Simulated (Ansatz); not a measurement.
# Run report: TaNH2ClF4, geometry relaxation (part 2 of 2)

TaNH2ClF4, multiplicity 2; UKS PBE/def2-SVP (Ansatz 0.2.0). The run did not end well. The input holds or restrains some coordinates. Forces given for the steps count only the free coordinates. It belongs to a series of runs on one base structure; here: pulled along the bonds that form and break, towards end A.

Geometry of the input (Å):
```
Ta 0.0000  0.0000  0.0000
Cl 2.7200  0.0000  0.0000
N  0.0000  0.0000  2.1600
H  -0.2456  -0.8845  2.6900
H  0.2456  0.8845  2.6900
F  0.0000  0.0000  -1.9300
F  -0.9650  1.6714  0.0000
F  -0.9650  -1.6714  0.0000
F  4.5200  0.0000  0.0000
```

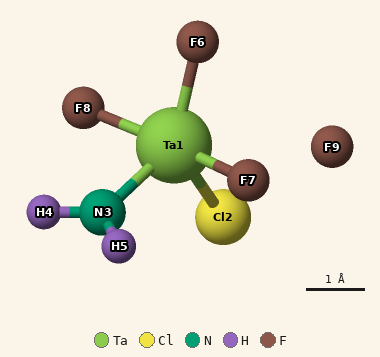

Fig. 1: The geometry at step 14 of the log (ball-and-stick view, seen at a tilt; atoms are numbered from 1 in the order of the input).

## Trajectory as extended XYZ (Å, eV, eV/Å), 24 of the 25 frames kept, from step=1 to step=25
```
9
Properties=species:S:1:pos:R:3:forces:R:3 step=1 energy=-26438.38622
Ta    0.0000    0.0000    0.0000   -0.9927  -0.0964   1.7221
Cl    2.7200    0.0000    0.0000   -3.1919   0.0179   0.0549
N     0.0000    0.0000    2.1600   -0.0238  -0.0952  -2.4573
H    -0.2456   -0.8845    2.6900    0.4951   1.4335  -0.0996
H     0.2456    0.8845    2.6900   -0.4192  -1.4528  -0.0792
F     0.0000    0.0000   -1.9300    0.2076   0.0026   0.8218
F    -0.9650    1.6714    0.0000    1.1195  -1.3304  -0.0320
F    -0.9650   -1.6714    0.0000    1.1061   1.5102   0.1360
F     4.5200    0.0000    0.0000    1.6992   0.0105  -0.0667
9
Properties=species:S:1:pos:R:3:forces:R:3 step=2 energy=-26439.32536
Ta    0.0123   -0.0007    0.0272    0.1419  -0.0359   0.8895
Cl    2.5202    0.0005    0.0019   -1.7876   0.0367   0.0199
N     0.0001   -0.0014    2.1186   -0.1597  -0.0939  -1.4162
H    -0.2355   -0.8587    2.6813    0.3624   1.0428  -0.1664
H     0.2373    0.8567    2.6812   -0.3066  -1.0795  -0.1745
F     0.0072    0.0000   -1.9041    0.0744  -0.0077   0.6685
F    -0.9409    1.6487    0.0004    0.7223  -0.8391   0.0263
F    -0.9425   -1.6454    0.0053    0.6751   0.9683   0.1925
F     4.6519    0.0003   -0.0020    0.2778   0.0083  -0.0396
9
Properties=species:S:1:pos:R:3:forces:R:3 step=3 energy=-26439.57874
Ta   -0.0208   -0.0007    0.0401    0.4720   0.0285  -0.0401
Cl    2.3593    0.0021    0.0042   -0.4123   0.0370   0.1966
N    -0.0093   -0.0025    2.0925   -0.2476  -0.0151  -0.4665
H    -0.2284   -0.8389    2.6783    0.2605   0.6710  -0.1529
H     0.2311    0.8337    2.6758   -0.2099  -0.7788  -0.2149
F     0.0036   -0.0005   -1.8901   -0.0680  -0.0119   0.4854
F    -0.9343    1.6401    0.0018    0.2336  -0.1045   0.0656
F    -0.9379   -1.6338    0.0116    0.1533   0.1652   0.2148
F     4.8467    0.0005   -0.0042   -0.1817   0.0087  -0.0880
9
Properties=species:S:1:pos:R:3:forces:R:3 step=4 energy=-26439.57693
Ta   -0.0700    0.0044    0.0291    1.1690   0.1347   0.0189
Cl    2.3554    0.0164    0.0905   -0.9950   0.0117   0.0765
N    -0.1007    0.0014    2.0501    0.1368  -0.1921   0.2095
H    -0.1986   -0.8383    2.6534    0.0252   0.3473  -0.1928
H     0.2140    0.7922    2.6435   -0.2113  -0.2417  -0.1241
F    -0.0469   -0.0094   -1.8850   -0.0040  -0.0724   0.0658
F    -0.9255    1.6698    0.0095    0.0933   0.0001   0.0015
F    -0.9579   -1.6386    0.0664    0.0058   0.0061   0.0224
F     5.0402    0.0022   -0.0476   -0.2199   0.0064  -0.0777
9
Properties=species:S:1:pos:R:3:forces:R:3 step=5 energy=-26439.59902
Ta   -0.0672    0.0061    0.0283    1.2409   0.1255   0.1039
Cl    2.3535    0.0258    0.1826   -0.9207  -0.0061  -0.1052
N    -0.1082   -0.0077    2.0441   -0.0092  -0.1307   0.1791
H    -0.1950   -0.8454    2.6451   -0.0069   0.2093  -0.1144
H     0.1757    0.7875    2.6410   -0.1374  -0.1348  -0.0591
F    -0.0354   -0.0276   -1.8846    0.0443  -0.0789   0.0438
F    -0.8866    1.6876    0.0006    0.0487   0.0097   0.0174
F    -0.9609   -1.6350    0.0703    0.0035  -0.0006  -0.0039
F     5.0342    0.0088   -0.1174   -0.2633   0.0065  -0.0615
9
Properties=species:S:1:pos:R:3:forces:R:3 step=6 energy=-26439.63479
Ta   -0.0357    0.0115    0.0505    1.3637   0.1331   0.1005
Cl    2.3813    0.0372    0.2718   -0.9134  -0.0291  -0.1658
N    -0.1597   -0.0230    2.0582   -0.0440   0.1203   0.1261
H    -0.2576   -0.8566    2.6521   -0.0441  -0.0180   0.0100
H     0.0366    0.7834    2.6739   -0.0657  -0.1050  -0.0736
F     0.0473   -0.0653   -1.8599    0.0036  -0.0674   0.0518
F    -0.8024    1.7161   -0.0018    0.0047  -0.0128   0.0195
F    -0.9431   -1.6245    0.0794    0.0025  -0.0265  -0.0518
F     5.0433    0.0212   -0.3141   -0.3073   0.0053  -0.0168
9
Properties=species:S:1:pos:R:3:forces:R:3 step=7 energy=-26439.66690
Ta    0.0208    0.0190    0.0690    1.3531   0.0515   0.0662
Cl    2.4391    0.0423    0.2434   -1.0280  -0.0294  -0.0568
N    -0.1952   -0.0285    2.0717    0.0349   0.1925   0.1477
H    -0.3612   -0.8587    2.6549   -0.0496  -0.0360  -0.0302
H    -0.0768    0.7801    2.7072   -0.0482  -0.1340  -0.1642
F     0.0083   -0.0884   -1.8412   -0.0126  -0.0240   0.0471
F    -0.7220    1.7343    0.0144    0.0154   0.0096   0.0272
F    -0.8733   -1.6276    0.0986    0.0286  -0.0344  -0.0251
F     5.0705    0.0276   -0.4079   -0.2936   0.0042  -0.0120
9
Properties=species:S:1:pos:R:3:forces:R:3 step=8 energy=-26439.69571
Ta    0.1029    0.0254    0.0892    1.3278  -0.1896   0.0601
Cl    2.5198    0.0328    0.2795   -1.1296  -0.0076  -0.1010
N    -0.2349   -0.0305    2.0769   -0.2016  -0.0685   0.5402
H    -0.5504   -0.8458    2.6414    0.1650   0.2832  -0.3979
H    -0.2087    0.7793    2.7288    0.0106  -0.1926  -0.3701
F    -0.0616   -0.1115   -1.8181    0.0216   0.1093   0.2625
F    -0.6042    1.7577    0.0590    0.0444   0.0590  -0.0452
F    -0.7422   -1.6527    0.1243    0.0638   0.0044   0.0345
F     5.0892    0.0452   -0.5710   -0.3021   0.0023   0.0169
9
Properties=species:S:1:pos:R:3:forces:R:3 step=9 energy=-26439.71967
Ta    0.1554    0.0158    0.1267    1.3750  -0.1529  -0.1320
Cl    2.5785    0.0131    0.3308   -1.2119  -0.0103  -0.0863
N    -0.3021   -0.0250    2.0795   -0.1617  -0.3361   0.5057
H    -0.6486   -0.8391    2.6270    0.1786   0.2657  -0.4213
H    -0.3353    0.7826    2.7178    0.0105   0.1418  -0.1494
F    -0.0445   -0.0873   -1.7787   -0.0101   0.0566   0.2681
F    -0.5123    1.7652    0.0816    0.0515   0.0644   0.0008
F    -0.6573   -1.6793    0.1567    0.0826  -0.0273  -0.0369
F     5.0762    0.0541   -0.7315   -0.3145  -0.0019   0.0513
9
Properties=species:S:1:pos:R:3:forces:R:3 step=10 energy=-26439.78396
Ta    0.2134   -0.0035    0.1527    1.6126  -0.0507   0.0107
Cl    2.6257   -0.0219    0.4682   -1.1715  -0.0048  -0.2965
N    -0.3178   -0.0167    2.0795   -0.3861   0.1025   0.3504
H    -0.7038   -0.8253    2.5899    0.1275  -0.0261  -0.1509
H    -0.5004    0.8169    2.6625    0.0995  -0.0276  -0.2090
F    -0.0509   -0.0340   -1.7414   -0.0429  -0.0091   0.1623
F    -0.3999    1.7704    0.1259    0.0395   0.0474   0.0455
F    -0.5273   -1.7325    0.1677    0.0704  -0.0246  -0.0296
F     4.9712    0.0465   -0.8950   -0.3491  -0.0070   0.1170
9
Properties=species:S:1:pos:R:3:forces:R:3 step=11 energy=-26439.85498
Ta    0.2850   -0.0146    0.1816    1.1014   0.0087  -0.0141
Cl    2.6894   -0.0571    0.4987   -1.1226   0.0187  -0.2525
N    -0.3949    0.0036    2.0683   -0.3005   0.4550   0.3581
H    -0.7475   -0.8237    2.5727    0.1017  -0.0122  -0.1639
H    -0.6862    0.8498    2.6116    0.2629  -0.4889  -0.5396
F    -0.1137    0.0171   -1.6944    0.0337  -0.0639   0.4507
F    -0.2706    1.7856    0.1926    0.1268  -0.0125   0.0302
F    -0.3621   -1.7876    0.1916    0.1451   0.1044  -0.0119
F     4.9106    0.0269   -1.0128   -0.3485  -0.0093   0.1429
9
Properties=species:S:1:pos:R:3:forces:R:3 step=12 energy=-26439.94119
Ta    0.3152   -0.0095    0.1951    1.3017  -0.0363   0.1321
Cl    2.7050   -0.0827    0.5961   -1.0215   0.0487  -0.3713
N    -0.4571    0.0088    2.0348   -0.2962   0.3020   0.1911
H    -0.7993   -0.8277    2.5309    0.0781   0.0189  -0.1821
H    -0.7706    0.8538    2.5558    0.2150  -0.3408  -0.4170
F    -0.2047    0.0194   -1.6426   -0.0207  -0.0284   0.3700
F    -0.0800    1.8382    0.2226    0.0483  -0.0619   0.0553
F    -0.1871   -1.8334    0.2148    0.0597   0.1112   0.0307
F     4.7887    0.0331   -1.0975   -0.3642  -0.0134   0.1912
9
Properties=species:S:1:pos:R:3:forces:R:3 step=14 energy=-26440.11260
Ta    0.4230   -0.0070    0.2498    1.1708  -0.0133  -0.2632
Cl    2.7880   -0.1085    0.8007   -0.7283   0.0616  -0.5401
N    -0.5665    0.0076    1.9272   -0.0879  -0.4037  -0.0560
H    -0.9539   -0.8353    2.3662   -0.0014   0.0304  -0.0140
H    -0.8520    0.8632    2.3888   -0.2024   0.4722   0.2786
F    -0.3420    0.0043   -1.4865    0.0567   0.0533   0.2617
F     0.2574    1.8894    0.3177    0.0675  -0.3133   0.0141
F     0.1022   -1.8789    0.3088    0.1235   0.1381  -0.0015
F     4.4539    0.0654   -1.2628   -0.3985  -0.0253   0.3204
9
Properties=species:S:1:pos:R:3:forces:R:3 step=15 energy=-26440.15467
Ta    0.4754   -0.0022    0.2957    1.0677  -0.0062  -0.1766
Cl    2.8453   -0.1191    0.8504   -0.6922   0.0786  -0.5279
N    -0.6327    0.0092    1.8980   -0.0094  -0.3227  -0.1248
H    -1.0364   -0.8395    2.3119    0.0118   0.0653  -0.0091
H    -0.9781    0.8672    2.3174   -0.1747   0.3678   0.2473
F    -0.3225    0.0189   -1.4182    0.0775   0.0453   0.2204
F     0.4048    1.9048    0.3829    0.0194  -0.4463   0.0058
F     0.2503   -1.8917    0.3624    0.0957   0.2432  -0.0130
F     4.3039    0.0524   -1.3905   -0.3958  -0.0250   0.3778
9
Properties=species:S:1:pos:R:3:forces:R:3 step=16 energy=-26440.19442
Ta    0.5239   -0.0119    0.3069    0.8581   0.0634   0.2860
Cl    2.8776   -0.1281    0.9467   -0.6580   0.0895  -0.6092
N    -0.6675    0.0168    1.8602    0.1329  -0.1884  -0.1945
H    -1.0701   -0.8300    2.2787    0.0015   0.0462  -0.0182
H    -1.0139    0.8795    2.2840   -0.0714   0.1392   0.0819
F    -0.2849    0.0327   -1.3919    0.0607   0.0039   0.0212
F     0.4813    1.8901    0.4107    0.0490  -0.2965  -0.0111
F     0.3436   -1.9030    0.3702    0.0348   0.1726   0.0028
F     4.1200    0.0540   -1.4556   -0.4077  -0.0298   0.4412
9
Properties=species:S:1:pos:R:3:forces:R:3 step=17 energy=-26440.25707
Ta    0.5542   -0.0153    0.3005    0.9255   0.0262   0.3672
Cl    2.8787   -0.1304    1.0385   -0.5868   0.0859  -0.6866
N    -0.6597    0.0182    1.8336    0.0708  -0.0804  -0.1131
H    -1.0640   -0.8262    2.2543   -0.0109   0.0244  -0.0189
H    -0.9973    0.8835    2.2667   -0.0339   0.0337   0.0096
F    -0.2396    0.0348   -1.4025    0.0291  -0.0041  -0.0570
F     0.5291    1.8813    0.4071    0.0423  -0.1390  -0.0117
F     0.3884   -1.9052    0.3620    0.0104   0.0892  -0.0011
F     3.9202    0.0592   -1.4503   -0.4465  -0.0358   0.5116
9
Properties=species:S:1:pos:R:3:forces:R:3 step=18 energy=-26440.33443
Ta    0.5837   -0.0155    0.2970    1.0785  -0.0449   0.2695
Cl    2.8818   -0.1307    1.1159   -0.5355   0.0798  -0.7361
N    -0.6445    0.0177    1.8128   -0.0636   0.0448   0.0226
H    -1.0537   -0.8249    2.2316   -0.0160   0.0042  -0.0222
H    -0.9840    0.8841    2.2491    0.0063  -0.0619  -0.0508
F    -0.1846    0.0355   -1.4168   -0.0060  -0.0036  -0.0791
F     0.5682    1.8753    0.4020    0.0317   0.0332   0.0009
F     0.4203   -1.9027    0.3554    0.0048  -0.0096  -0.0007
F     3.7228    0.0613   -1.4370   -0.5002  -0.0420   0.5957
9
Properties=species:S:1:pos:R:3:forces:R:3 step=19 energy=-26440.41967
Ta    0.6159   -0.0155    0.2925    1.2089  -0.0977   0.1603
Cl    2.8868   -0.1328    1.1954   -0.5071   0.0784  -0.7827
N    -0.6300    0.0177    1.7908   -0.1518   0.1437   0.1073
H    -1.0432   -0.8235    2.2081   -0.0191  -0.0134  -0.0263
H    -0.9720    0.8848    2.2296    0.0420  -0.1393  -0.1027
F    -0.1359    0.0369   -1.4281   -0.0360  -0.0050  -0.0774
F     0.6066    1.8709    0.3973    0.0303   0.1602   0.0144
F     0.4544   -1.9009    0.3481    0.0040  -0.0767   0.0023
F     3.5273    0.0624   -1.4238   -0.5713  -0.0502   0.7048
9
Properties=species:S:1:pos:R:3:forces:R:3 step=20 energy=-26440.53668
Ta    0.6489   -0.0144    0.2858    1.3712  -0.1400  -0.0710
Cl    2.8897   -0.1350    1.2705   -0.4571   0.0778  -0.8050
N    -0.6111    0.0175    1.7689   -0.2531   0.2163   0.1959
H    -1.0282   -0.8226    2.1842   -0.0186  -0.0255  -0.0283
H    -0.9570    0.8848    2.2084    0.0695  -0.1923  -0.1351
F    -0.0939    0.0380   -1.4390   -0.0794  -0.0043  -0.0514
F     0.6426    1.8688    0.3908    0.0290   0.2524   0.0322
F     0.4879   -1.8986    0.3389    0.0067  -0.1233   0.0096
F     3.3310    0.0616   -1.3984   -0.6683  -0.0610   0.8533
9
Properties=species:S:1:pos:R:3:forces:R:3 step=21 energy=-26440.75281
Ta    0.7071   -0.0122    0.2577    0.9522  -0.0574  -0.1483
Cl    2.8981   -0.1420    1.3428   -0.3197   0.0876  -0.7833
N    -0.5836    0.0206    1.7395   -0.0405   0.1970   0.0203
H    -0.9939   -0.8199    2.1630    0.0176  -0.0388  -0.0724
H    -0.9437    0.8824    2.1821    0.1415  -0.2041  -0.1989
F    -0.1022    0.0443   -1.4415    0.0356  -0.0140   0.0581
F     0.6598    1.8733    0.3802    0.0796   0.1139   0.0274
F     0.5206   -1.8965    0.3193    0.0388  -0.0131   0.0183
F     3.1479    0.0501   -1.3331   -0.9052  -0.0712   1.0789
9
Properties=species:S:1:pos:R:3:forces:R:3 step=22 energy=-26441.02518
Ta    0.7502   -0.0084    0.2287    1.2836  -0.0543  -0.5191
Cl    2.8956   -0.1438    1.4236   -0.2856   0.0839  -0.7505
N    -0.5500    0.0195    1.7106   -0.1327   0.1698   0.0803
H    -0.9616   -0.8204    2.1360    0.0455  -0.0294  -0.0792
H    -0.9166    0.8779    2.1530    0.1494  -0.1604  -0.1671
F    -0.1013    0.0462   -1.4477    0.0028  -0.0046   0.0285
F     0.6858    1.8764    0.3718    0.0744   0.0765   0.0401
F     0.5455   -1.8906    0.3084    0.0598  -0.0005   0.0207
F     2.9623    0.0433   -1.2743   -1.1972  -0.0812   1.3462
9
Properties=species:S:1:pos:R:3:forces:R:3 step=23 energy=-26441.45579
Ta    0.7976   -0.0055    0.1875    1.8050  -0.0463  -1.1265
Cl    2.8831   -0.1448    1.4860   -0.2422   0.0745  -0.5600
N    -0.5131    0.0202    1.6820   -0.3425   0.1756   0.3192
H    -0.9194   -0.8186    2.1173    0.0693  -0.0261  -0.0728
H    -0.8837    0.8743    2.1331    0.1892  -0.1774  -0.1710
F    -0.1003    0.0501   -1.4617   -0.0341  -0.0033  -0.0154
F     0.6950    1.8747    0.3633    0.0612   0.1019   0.0556
F     0.5647   -1.8829    0.2945    0.0410  -0.0219   0.0350
F     2.7862    0.0325   -1.1919   -1.5468  -0.0771   1.5358
9
Properties=species:S:1:pos:R:3:forces:R:3 step=24 energy=-26441.98549
Ta    0.8513   -0.0032    0.1425    2.7148  -0.0548  -2.1511
Cl    2.8696   -0.1463    1.5764   -0.4221   0.0600  -0.2483
N    -0.4818    0.0195    1.6524   -0.6640   0.1489   0.8460
H    -0.8845   -0.8175    2.0968    0.0495  -0.0378  -0.0301
H    -0.8468    0.8704    2.1128    0.1403  -0.1158  -0.0996
F    -0.0981    0.0516   -1.4764   -0.1435   0.0032   0.0370
F     0.7131    1.8737    0.3545   -0.0055   0.0769   0.0990
F     0.5817   -1.8756    0.2833    0.0008  -0.0131   0.0650
F     2.6056    0.0276   -1.1322   -1.6703  -0.0674   1.4821
9
Properties=species:S:1:pos:R:3:forces:R:3 step=25 energy=-26442.49980
Ta    0.8455    0.0021    0.0072    2.8489  -0.0911  -1.4779
Cl    2.6850   -0.1316    1.6387   -0.3236   0.0004   0.8379
N    -0.3896    0.0154    1.6538   -0.6241   0.0712   1.0674
H    -0.7654   -0.8216    2.1243    0.1033  -0.0410  -0.0176
H    -0.7040    0.8656    2.1492    0.1298  -0.0361  -0.0420
F    -0.1975    0.0467   -1.5423   -0.3379   0.0256  -0.3427
F     0.6816    1.8662    0.3018   -0.1010   0.1738  -0.0620
F     0.5618   -1.8601    0.2334   -0.0928  -0.1022  -0.1028
F     2.5926    0.0172   -0.9561   -1.6026  -0.0007   0.1399
```

## What the run reported

```tsv
quantity	value
outcome	not converged
wall time	1.7 min (CPU time 6.7 min)
peak memory	0.36 GiB
```

The run did not converge: “geometry relaxation did not converge after 25 steps: max|allowed force component| = 2.85e0 eV/Å without the restraints, 3.96e0 eV/Å with the forces of `relax.restrain` added, the figure compared with `relax.f_tol` (threshold 1.5e-1). Raise `relax.max_steps` over both its present limit and 25, loosen `relax.f_tol`, or start from a geometry closer to equilibrium …” Its last values are not results.
